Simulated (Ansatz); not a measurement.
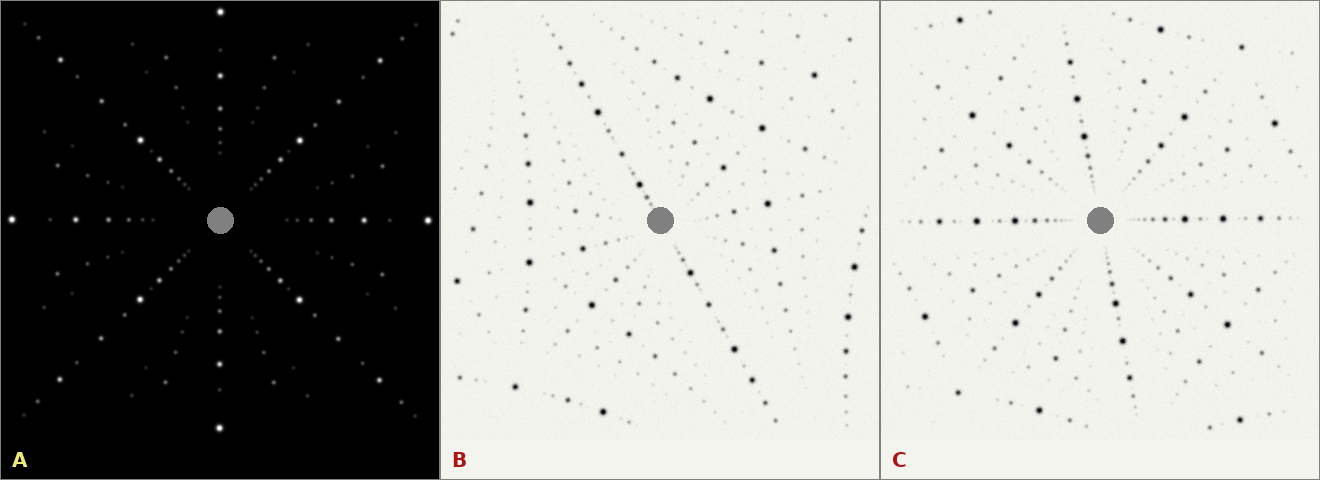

Simulated back-reflection Laue patterns (white X-rays, 0.45 to 2.2 Å, flat plate covering ±45° about the beam, kinematic intensities, seen from the source). Crystal: PbC₂, space group I4/mmm (No. 139), a = 3.79 Å, c = 6.41 Å. Structure: coordinates from a relaxation (final pressure about 12 GPa) with DFT LDA, scalar-relativistic, plane waves, PAW in Ansatz 0.2.0; the starting structure was generated, so it need not be a known form of this composition.

```
Pb C
1.0
     3.79484    0.00000    0.00000
     0.00000    3.79484    0.00000
     0.00000    0.00000    6.40755
Pb C
2 4
Direct
  0.00000 0.00000 0.00000
  0.50000 0.50000 0.50000
  0.50000 0.50000 0.09780
  0.00000 0.00000 0.40220
  0.00000 0.00000 0.59780
  0.50000 0.50000 0.90220
```

Question: The directions [001], [101], [110] point towards the source, in some order. Which is which?

Answer: A: [001], symmetry 4mm (a fourfold axis with mirror lines). B: [101], symmetry m (one mirror line). C: [110], symmetry 2mm (a twofold axis with two mirror lines). The Laue class is 4/mmm.
